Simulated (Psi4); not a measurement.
# UCAM-B3LYP/def2-TZVPD (core potential, sweep point 8) run of SnH2F (SMILES [F][SnH2])

Aim: the vertical ionisation energy of SnH2F at UCAM-B3LYP/def2-TZVPD (core potential, sweep point 8), from 2 runs. 

The calculation is run with Psi4 1.11.

## Step 1: The molecule

SnH2F: 4 atoms, total charge 0, spin state doublet. SMILES: `[F][SnH2]`. The coordinates come from a PBE0-D4/def2-TZVP relaxation.

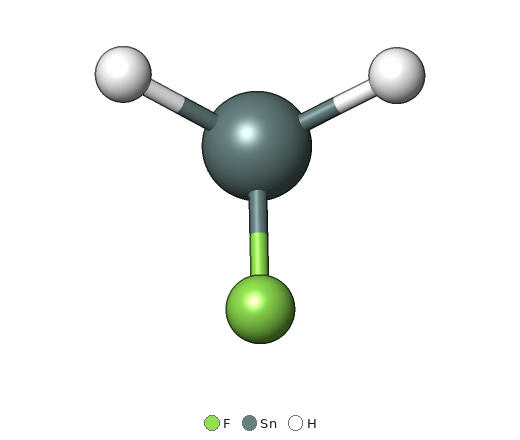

The structure, seen from a chosen angle (fluorine green, tin teal, hydrogen white).

## Step 2: The energy at UCAM-B3LYP/def2-TZVPD (core potential, sweep point 8)

File job.dat:

```
memory 1.6 GB

molecule m {
  0 2
  F     -1.552600    -0.190000     0.640700
  Sn     0.028300    -0.242200    -0.468300
  H      1.184100    -1.054400     0.524100
  H      0.395700     1.426200    -0.716700
  symmetry c1
}

set globals {
  basis                def2-TZVPD
  reference            uks
  puream               true
  scf_type             pk
  dft_radial_points    250
  dft_spherical_points 1202
  maxiter              150
}

E, wfn = energy('cam-b3lyp', return_wfn=True)
```

On the command line:

```
$ psi4 -i job.dat -o job.out -n 1
```

job.out:

```text
[...]
    !!!  WARNING: ECP capability is in beta. Please check occupations closely.  !!!
[...]
  Running in c1 symmetry.
[...]
  Nuclear repulsion =   71.224961374238049
[...]
  Multiplicity = 2
[...]
  Nalpha       = 17
  Nbeta        = 16
[...]
    Number of basis functions: 114
[...]
   @UKS iter   1:  -315.14871993328450   -1.40408e+00   6.24481e-03 DIIS/ADIIS
[...]
   @UKS iter   9:  -315.33597702526151   -7.23367e-08   6.20595e-07 DIIS
[...]
   @S^2 Observed:                7.533786140E-01
[...]
    Orbital Energies [Eh]
    ---------------------
    Alpha Occupied:
       1A    -24.703422     2A     -5.200870     3A     -3.545364
       4A     -3.542812     5A     -3.539386     6A     -1.218599
       7A     -1.123215     8A     -1.123037     9A     -1.119448
      10A     -1.118420    11A     -1.103324    12A     -0.604016
      13A     -0.471077    14A     -0.465740    15A     -0.455865
      16A     -0.403777    17A     -0.293548
    Alpha Virtual:
      18A     -0.005109    19A      0.020431    20A      0.045874
      21A      0.054033    22A      0.084732    23A      0.090444
      24A      0.093112    25A      0.096239    26A      0.106759
[...]
  @UKS Final Energy:  -315.33597702526151
   => Energetics <=
    Nuclear Repulsion Energy =             71.2249613742380490
    One-Electron Energy =                -659.1363751564217637
    Two-Electron Energy =                 293.8773427145291066
    DFT Exchange-Correlation Energy =     -21.3019059576069552
    Empirical Dispersion Energy =           0.0000000000000000
    VV10 Nonlocal Energy =                  0.0000000000000000
    Total Energy =                       -315.3359770252615135
[...]
 Multipole Moments:
 ------------------------------------------------------------------------------------
     Multipole            Electronic (a.u.)      Nuclear  (a.u.)        Total (a.u.)
 ------------------------------------------------------------------------------------
 L = 1.  Multiply by 2.5417464519 to convert [e a0] to [Debye]
 Dipole X            :         12.2418605          -11.3966557            0.8452048
 Dipole Y            :         -1.7698425            1.6850364           -0.0848061
 Dipole Z            :        -11.3183271           10.6115281           -0.7067990
 Magnitude           :                                                    1.1050466
[...]
```

Wall time 47 s (1 thread of AMD EPYC 9R45 (Zen 5), shared host); peak memory 0.92 GiB.

## Step 3: The singlet cation at the same level

File job.in:

```
memory 1.6 GB

molecule {
  1 1
  F     -1.552600    -0.190000     0.640700
  Sn     0.028300    -0.242200    -0.468300
  H      1.184100    -1.054400     0.524100
  H      0.395700     1.426200    -0.716700
  symmetry c1
}

set {
  reference            rks
  puream               true
  scf_type             pk
  dft_radial_points    250
  dft_spherical_points 1202
}

e_tot, wfn = energy('cam-b3lyp/def2-TZVPD', return_wfn=True)
print_variables()
```

On the command line:

```
$ psi4 -i job.in -o job.out -n 1
```

job.out:

```text
[...]
    !!!  WARNING: ECP capability is in beta. Please check occupations closely.  !!!
[...]
  Running in c1 symmetry.
[...]
  Nuclear repulsion =   71.224961374238049
[...]
  Multiplicity = 1
[...]
  Nalpha       = 16
  Nbeta        = 16
[...]
    Number of basis functions: 114
[...]
   @RKS iter   1:  -314.86652519347371   -1.12189e+00   5.56254e-03 ADIIS/DIIS
[...]
   @RKS iter   9:  -314.99805500155185   -3.13589e-08   2.99076e-07 DIIS
[...]
    Orbital Energies [Eh]
    ---------------------
    Doubly Occupied:
       1A    -24.948361     2A     -5.495299     3A     -3.845422
       4A     -3.834132     5A     -3.830828     6A     -1.468083
       7A     -1.418929     8A     -1.417306     9A     -1.413295
      10A     -1.406390    11A     -1.377032    12A     -0.849253
      13A     -0.699900    14A     -0.699259    15A     -0.685706
      16A     -0.640425
[...]
  @RKS Final Energy:  -314.99805500155185
   => Energetics <=
    Nuclear Repulsion Energy =             71.2249613742380490
    One-Electron Energy =                -650.1891738608358082
    Two-Electron Energy =                 285.0854367118320170
    DFT Exchange-Correlation Energy =     -21.1192792267861584
    Empirical Dispersion Energy =           0.0000000000000000
    VV10 Nonlocal Energy =                  0.0000000000000000
    Total Energy =                       -314.9980550015518475
[...]
 Multipole Moments:
 ------------------------------------------------------------------------------------
     Multipole            Electronic (a.u.)      Nuclear  (a.u.)        Total (a.u.)
 ------------------------------------------------------------------------------------
 L = 1.  Multiply by 2.5417464519 to convert [e a0] to [Debye]
 Dipole X            :         12.6155699          -11.3966557            1.2189142
 Dipole Y            :         -1.8515062            1.6850364           -0.1664698
 Dipole Z            :        -11.7189806           10.6115281           -1.1074526
 Magnitude           :                                                    1.6552689
[...]
```

Wall time 32 s (1 thread of AMD EPYC 9R45 (Zen 5), shared host); peak memory 0.92 GiB.

## Step 4: Summary of results

At UCAM-B3LYP/def2-TZVPD (core potential, sweep point 8):

| quantity | value |
| --- | --- |
| doublet SnH2F: total energy | -315.33598 Eh |
| doublet SnH2F: dipole moment | 2.81 D |
| doublet SnH2F: HOMO energy (highest over α and β) | -7.99 eV |
| doublet SnH2F: LUMO energy (lowest over α and β) | -2.80 eV |
| doublet SnH2F: ⟨S²⟩ | 0.753 |
| singlet cation: total energy | -314.99806 Eh |
| singlet cation: HOMO energy | -17.43 eV |
| singlet cation: LUMO energy | -10.39 eV |
| singlet cation: HOMO–LUMO gap | 7.03 eV |
| vertical ionisation energy (to the singlet cation) | 9.195 eV |

In words: Removing an electron at fixed nuclei costs 9.20 eV (212 kcal/mol). Only the singlet of the ionised species was computed; a triplet could lie lower.
